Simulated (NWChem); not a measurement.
# C2H9BSSi (SMILES BC(C)[SiH2]S): levels of theory compared

We compute a comparison of 4 runs (HF/STO-3G, HF/3-21G, B3LYP/6-31G*) of C2H9BSSi. 

The calculation is run with NWChem 7.3.0.

## 1. Starting point

The species is C2H9BSSi (14 atoms), meant as a singlet with charge 0. SMILES: `BC(C)[SiH2]S`. The shape is that of a PBE0-D4/def2-TZVP optimisation. This is one conformer, not always the lowest.

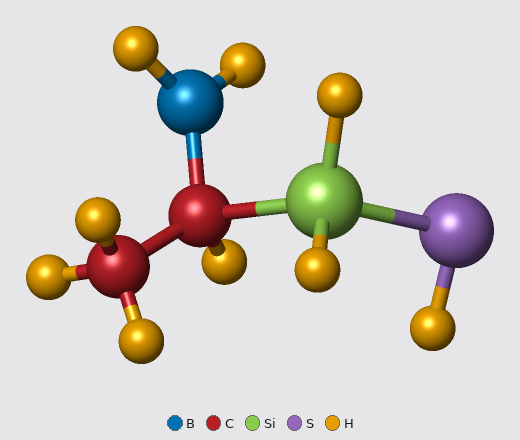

The structure, seen from a chosen angle (boron blue, carbon red, silicon green, sulfur purple, hydrogen amber).

## 2. Energy and forces at HF/STO-3G (run 1)

test.nw reads:

```
start test
title "C2H9BSSi"
memory stack 880 mb heap 220 mb global 1100 mb
charge 0

geometry units angstrom noautosym nocenter noautoz
  B       -0.616700       1.574300      -0.013600
  C       -0.363000       0.148700       0.479800
  C        0.593400      -0.082500       1.646100
  Si       0.387400      -0.473000      -1.169200
  S       -1.031300      -1.444100      -2.432000
  H       -1.532700       1.807300      -0.750100
  H        0.155800       2.452900       0.250300
  H       -1.276700      -0.451800       0.551000
  H        1.511500       0.497400       1.524000
  H        0.134900       0.237600       2.585200
  H        0.877000      -1.132300       1.757600
  H        1.524700      -1.364900      -0.824300
  H        0.899200       0.645500      -2.007600
  H       -1.276700      -2.444400      -1.568400
end

basis "ao basis" spherical bse
  * library STO-3G
end

scf
  thresh 1e-08
  maxiter 80
end

task scf gradient
```

On the command line:

```console
$ nwchem test.nw > test.out
```

Standard output:

```text
[...]
  functions       =    42
[...]
  wavefunction    = RHF
[...]
         Total SCF energy =   -783.219918033409
      One-electron energy =  -1623.450850273983
      Two-electron energy =    569.894480082049
 Nuclear repulsion energy =    270.336452158525
        Time for solution =      4.4s
[...]
                         RHF ENERGY GRADIENTS
    atom               coordinates                        gradient
                 x          y          z           x          y          z
   1 B      -1.165394   2.974996  -0.025700    0.005329  -0.032223  -0.000201
   2 C      -0.685971   0.281002   0.906691    0.011869   0.014269   0.029839
   3 C       1.121363  -0.155902   3.110678   -0.007062  -0.001832  -0.016768
   4 Si      0.732080  -0.893840  -2.209468   -0.031962   0.001815   0.021787
   5 S      -1.948874  -2.728953  -4.595814   -0.005523   0.005431  -0.017965
   6 H      -2.896383   3.415302  -1.417483   -0.017961   0.004557  -0.015654
   7 H       0.294419   4.635309   0.472998    0.016236   0.017240   0.007217
   8 H      -2.412613  -0.853778   1.041239   -0.007503  -0.007915  -0.008871
   9 H       2.856321   0.939950   2.879942    0.004728   0.003197   0.000143
  10 H       0.254924   0.448999   4.885320   -0.002407   0.002351   0.003403
  11 H       1.657290  -2.139737   3.321382    0.002670  -0.004690   0.001306
[...]
```

Wall time 6.3 s (1 thread of Intel Xeon Platinum 8559C (Emerald Rapids), shared host); peak memory 0.1 GiB.

## 3. Energy and gradient at HF/3-21G (run 2)

job.xyz reads:

```xyz
14
C2H9BSSi
B     -0.616700     1.574300    -0.013600
C     -0.363000     0.148700     0.479800
C      0.593400    -0.082500     1.646100
Si     0.387400    -0.473000    -1.169200
S     -1.031300    -1.444100    -2.432000
H     -1.532700     1.807300    -0.750100
H      0.155800     2.452900     0.250300
H     -1.276700    -0.451800     0.551000
H      1.511500     0.497400     1.524000
H      0.134900     0.237600     2.585200
H      0.877000    -1.132300     1.757600
H      1.524700    -1.364900    -0.824300
H      0.899200     0.645500    -2.007600
H     -1.276700    -2.444400    -1.568400
```

run.py reads:

```python
from ase.io import read
from ase.calculators.nwchem import NWChem

system = read('job.xyz')

calc = NWChem(
    label='job',
    theory='scf',
    memory='2200 mb',
    basis='3-21G',
    basispar='spherical bse',
    scf={'nopen': '0', 'rhf': None, 'thresh': '1e-08', 'maxiter': '80'},
)
system.calc = calc

forces = system.get_forces()
print("Total energy (eV):", round(system.get_potential_energy(), 6))
print("forces (eV/A):")
for s, f in zip(system.symbols, forces):
    print(f"{s:2s} {f[0]:10.5f} {f[1]:10.5f} {f[2]:10.5f}")
print("dipole (e A):", system.get_dipole_moment().round(4))
```

On the command line:

```console
$ export ASE_NWCHEM_COMMAND="nwchem PREFIX.nwi > PREFIX.nwo"
$ python run.py
```

Standard output:

```text
Total energy (eV): -21443.393243
forces (eV/A):
B    -0.42022    1.10943    0.29573
C    -0.60771   -0.62113   -0.32560
C     0.39868    0.00509    0.72916
Si    1.98921    0.52178    0.25876
S    -0.94596   -0.73066   -0.80146
H     0.15005   -0.00319    0.12403
H    -0.12403   -0.13329   -0.09225
H     0.17689    0.28056    0.29470
H    -0.21299   -0.14892    0.01409
H     0.11195   -0.09976   -0.24647
H    -0.11997    0.27521   -0.04993
H    -0.05754   -0.04602   -0.11513
H    -0.00303   -0.04638    0.01825
H    -0.33527   -0.36273   -0.10392
dipole (e A): [ 0.1782 -0.1357  0.5084]
```

The calculator wrote job.nwi:

```
title "job"

permanent_dir job

scratch_dir job

start job

geometry units angstrom nocenter noautosym noautoz
  B  -6.1670000000000003e-01 1.5743000000000000e+00 -1.3599999999999999e-02
  C  -3.6299999999999999e-01 1.4870000000000000e-01 4.7980000000000000e-01
  C  5.9340000000000004e-01 -8.2500000000000004e-02 1.6460999999999999e+00
  Si 3.8740000000000002e-01 -4.7299999999999998e-01 -1.1692000000000000e+00
  S  -1.0313000000000001e+00 -1.4440999999999999e+00 -2.4319999999999999e+00
  H  -1.5327000000000000e+00 1.8072999999999999e+00 -7.5009999999999999e-01
  H  1.5579999999999999e-01 2.4529000000000001e+00 2.5030000000000002e-01
  H  -1.2766999999999999e+00 -4.5179999999999998e-01 5.5100000000000005e-01
  H  1.5115000000000001e+00 4.9740000000000001e-01 1.5240000000000000e+00
  H  1.3489999999999999e-01 2.3760000000000001e-01 2.5851999999999999e+00
  H  8.7700000000000000e-01 -1.1323000000000001e+00 1.7576000000000001e+00
  H  1.5246999999999999e+00 -1.3649000000000000e+00 -8.2430000000000003e-01
  H  8.9920000000000000e-01 6.4549999999999996e-01 -2.0076000000000001e+00
  H  -1.2766999999999999e+00 -2.4443999999999999e+00 -1.5684000000000000e+00
end

memory 2200 mb

basis spherical bse noprint
   * library 3-21G
end

scf
  nopen 0
  rhf
  thresh 1e-08
  maxiter 80
end

task scf gradient
```

job.nwo, cut to the lines that bear on the results:

```text
[...]
      One-electron energy =  -1623.816099063138
[... 1 line left out ...]
 Nuclear repulsion energy =    270.336452158524
[... 46 lines left out ...]
                       ROHF Final Molecular Orbital Analysis
[... 273 lines left out ...]
     1   1 0 0      0.336825      0.000000    -22.225634
[...]
  wavefunction    =   RHF
                         RHF ENERGY GRADIENTS
    atom               coordinates                        gradient
                 x          y          z           x          y          z
   1 B      -1.165394   2.974996  -0.025700    0.008172  -0.021575  -0.005751
   2 C      -0.685971   0.281002   0.906691    0.011818   0.012079   0.006332
   3 C       1.121363  -0.155902   3.110678   -0.007753  -0.000099  -0.014180
[... 10 lines of this table left out ...]
  14 H      -2.412613  -4.619246  -2.963846    0.006520   0.007054   0.002021
[...]
```

Wall time 8.1 s (1 thread of Intel Xeon Platinum 8559C (Emerald Rapids), shared host); peak memory 0.1 GiB.

Run 3 isn't shown in full; the table further down has it.

## 4. Energy and forces at B3LYP/6-31G(d) (Cartesian functions) (run 4)

m1.nw reads:

```
start m1
title "C2H9BSSi gradient"
memory stack 880 mb heap 220 mb global 1100 mb
charge 0

geometry units atomic noautosym nocenter noautoz
 B     -1.16539410     2.97499584    -0.02570028
 C     -0.68597058     0.28100227     0.90669059
 C      1.12136348    -0.15590241     3.11067817
 Si     0.73207990    -0.89384046    -2.20946778
 S     -1.94887455    -2.72895350    -4.59581394
 H     -2.89638323     3.41530203    -1.41748357
 H      0.29441933     4.63530921     0.47299845
 H     -2.41261334    -0.85377826     1.04123909
 H      2.85632104     0.93994977     2.87994261
 H      0.25492405     0.44899893     4.88531998
 H      1.65728981    -2.13973689     3.32138264
 H      2.88126542    -2.57928719    -1.55770124
 H      1.69924173     1.21981821    -3.79381417
 H     -2.41261334    -4.61924654    -2.96384645
end

basis
 * library 6-31G*
end

dft
 xc b3lyp
 grid fine
 convergence energy 1e-08
 iterations 100
 mulliken
end

task dft gradient
```

On the command line:

```console
$ nwchem m1.nw > m1.out
```

Standard output, cut to the lines that bear on the results:

```text
[...]
          Wavefunction type:  closed shell.
          No. of atoms     :    14
          No. of electrons :    56
[...]
          Charge           :     0
          Spin multiplicity:     1
[...]
          AO basis - number of functions:   101
[...]
              XC Information
              --------------
                         B3LYP Method XC Potential
                     Hartree-Fock (Exact) Exchange  0.200
                        Slater Exchange Functional  0.800 local
                    Becke 1988 Exchange Functional  0.720 non-local
              Lee-Yang-Parr Correlation Functional  0.810
                  VWN I RPA Correlation Functional  0.190 local
[...]
 d= 0,ls=0.0,diis     1   -794.1116015282 -1.06D+03  9.62D-03  6.06D-01     4.2
[...]
 d= 0,ls=0.0,diis    10   -794.1754263519 -2.58D-10  1.54D-07  1.33D-10    34.5
         Total DFT energy =     -794.175426351866
      One electron energy =    -1629.861923964599
           Coulomb energy =      630.300510935185
    Exchange-Corr. energy =      -64.950446029471
 Nuclear repulsion energy =      270.336432707019
[...]
      Total Density - Mulliken Population Analysis
     ---------------------------------------------
[...]
  wavefunction    = closed shell
                         DFT ENERGY GRADIENTS
    atom               coordinates                        gradient
                 x          y          z           x          y          z
   1 B      -1.165394   2.974996  -0.025700    0.002265  -0.005747  -0.000531
   2 C      -0.685971   0.281002   0.906691    0.003032   0.001273   0.002514
   3 C       1.121363  -0.155902   3.110678   -0.001678   0.000575  -0.003409
   4 Si      0.732080  -0.893840  -2.209468   -0.007871  -0.002554   0.001340
   5 S      -1.948875  -2.728954  -4.595814    0.003625   0.001628   0.006442
   6 H      -2.896383   3.415302  -1.417484   -0.000263  -0.000579  -0.000546
   7 H       0.294419   4.635309   0.472998    0.000344  -0.000157   0.000436
   8 H      -2.412613  -0.853778   1.041239    0.001812   0.000136  -0.001946
   9 H       2.856321   0.939950   2.879943   -0.001997  -0.001070  -0.000243
  10 H       0.254924   0.448999   4.885320    0.000629  -0.000518  -0.002300
  11 H       1.657290  -2.139737   3.321383   -0.000782   0.002139  -0.000845
[...]
```

It took 46 s on 1 thread of Intel Xeon Platinum 8559C (Emerald Rapids), shared host; peak memory 0.13 GiB.

## 5. All runs side by side

```
run                               level  iteration cap  module  energy (Eh)  dipole moment (D)  HOMO energy (eV)  LUMO energy (eV)  wall time
  1                           HF/STO-3G             80     scf  -783.219918               1.47             -7.24              7.27      6.3 s
  2                            HF/3-21G             80     scf  -788.030173               2.67            -10.30              2.71      8.1 s
  3  B3LYP/6-31G* (spherical functions)            100     dft  -794.168959               2.13             -7.09             -1.02       45 s
  4  B3LYP/6-31G* (Cartesian functions)            100     dft  -794.175426               2.13             -7.09             -1.02       46 s
```

## 6. What came out

| quantity | value |
| --- | --- |
| run 4: total energy | -794.17543 Eh |
| run 4: dipole moment | 2.13 D |
| run 4: HOMO energy | -7.09 eV |
| run 4: LUMO energy | -1.02 eV |
| run 4: HOMO–LUMO gap | 6.07 eV |
| run 4: largest force on an atom | 0.431 eV/Å |

**Reading.** The dipole moment (its size) runs from 1.47 D (HF/STO-3G) to 2.67 D (HF/3-21G). The HOMO–LUMO gap runs from 6.07 eV (B3LYP/6-31G*) to 14.51 eV (HF/STO-3G). The two ends differ in method and basis. In run 1 the basis is minimal, so the values are rough. All runs together took 1.8 min, the longest 46 s.
